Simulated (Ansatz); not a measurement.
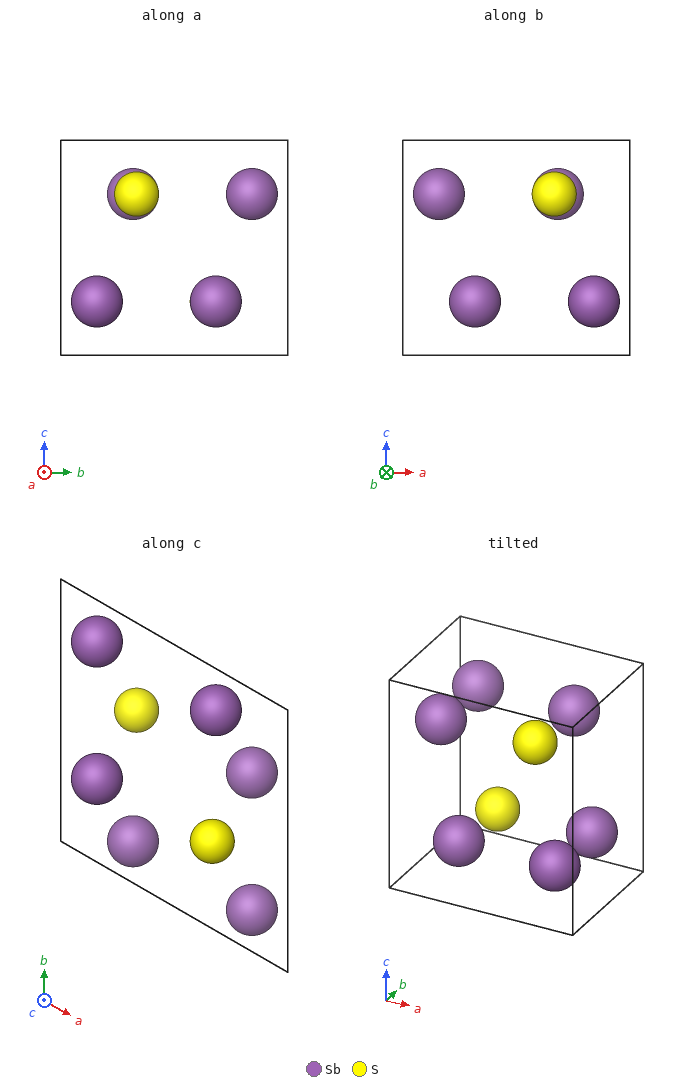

An orthographic spheres-only view of the structure, along the a axis, along the b axis, along the c axis and slightly off an axis. One conventional unit cell is framed, with atoms on its boundary repeated.

Lattice parameters: a = 6.571 Å, b = 6.571 Å, c = 5.388 Å, α = 90.00°, β = 90.00°, γ = 120.00°. Put a along x and b in the xy plane.

> Put the structure into a POSCAR file, with free fractional coordinates to two decimals.

```
Sb S
1.0
     6.571    0.000    0.000
    -3.286    5.691    0.000
     0.000    0.000    5.388
Sb S
6 2
Direct
  0.84 0.68 0.25
  0.16 0.84 0.75
  0.32 0.16 0.25
  0.16 0.32 0.75
  0.84 0.16 0.25
  0.68 0.84 0.75
  0.3333 0.6667 0.25
  0.6667 0.3333 0.75
```

The model was built from a structure type filled with these elements by a generator (whether the compound takes this form wasn't checked). It is drawn as it came out of a relaxation with DFT PBE, scalar-relativistic, plane waves, PAW in Ansatz.
